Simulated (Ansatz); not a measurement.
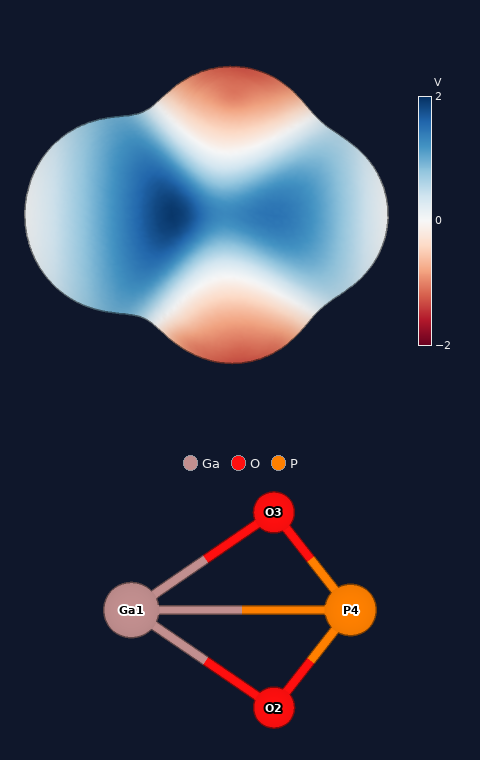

Figure. GaO$_{2}$P (SMILES [O]1[P]2[O][Ga]12). The molecular electrostatic potential painted on the density surface at 0.002 e/bohr³, seen across its widest extent; the colour scale runs from red (negative) to blue (positive). The bare structure is drawn below in the same view.

Geometry: r2SCAN-D4/def2-SVP.

The calculation used isolated molecule in a Gaussian basis; Kohn-Sham density functional theory, functional PBE0 in Ansatz 0.2.0.

```yaml
atoms:
  - { symbol: Ga, position_ang: [-2.3358, 0.9151, 0.6840] }
  - { symbol: O, position_ang: [-4.3646, 0.6203, -0.0120] }
  - { symbol: O, position_ang: [-3.1395, -0.9686, 1.3845] }
  - { symbol: P, position_ang: [-4.5120, -0.7585, 0.6880] }
```

**Describe the electrostatic potential map.**

The most negative region (about −1.3 V) lies over O2 and O3, the most positive (about +1.9 V) over Ga1.

**What dipole moment does the calculation give?**

Its dipole moment is 0.36 D.
